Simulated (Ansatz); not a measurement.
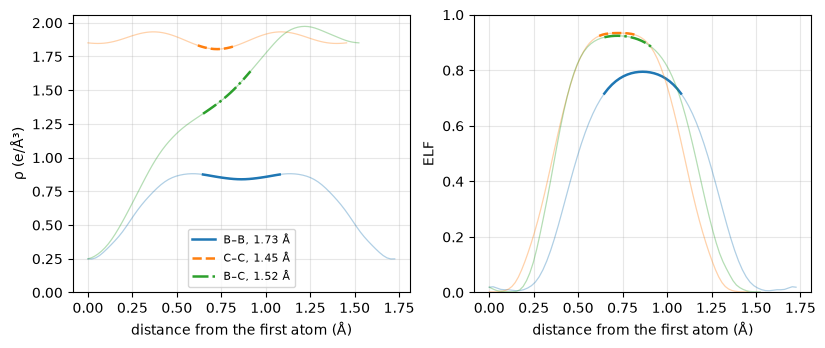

*B₃C. Valence pseudo-density and ELF along straight lines between neighbouring atoms. Thin, pale parts lie inside the atomic spheres.*

Space group R-3m; a generated structure, not necessarily the stable one; changed on purpose from its base cell (volume × 0.91, shape and atoms relaxed); computed pressure about 22 GPa in this cell.

Theory: DFT PBE, scalar-relativistic, plane waves, PAW (Ansatz).

Core electrons are frozen (PAW), and the valence fields are smoothed inside the atomic spheres.

**Compare the contacts.**

B–B (1.73 Å): ρ is about 0.84 e/Å³ halfway; the ELF peaks at about 0.80 between the atoms.
C–C (1.45 Å): the density is about 1.8 e/Å³ at the midpoint; the ELF peaks at about 0.95 between the atoms.
B–C (1.52 Å): the density is about 1.4 e/Å³ at the midpoint; the ELF peaks at about 0.90 between the atoms.
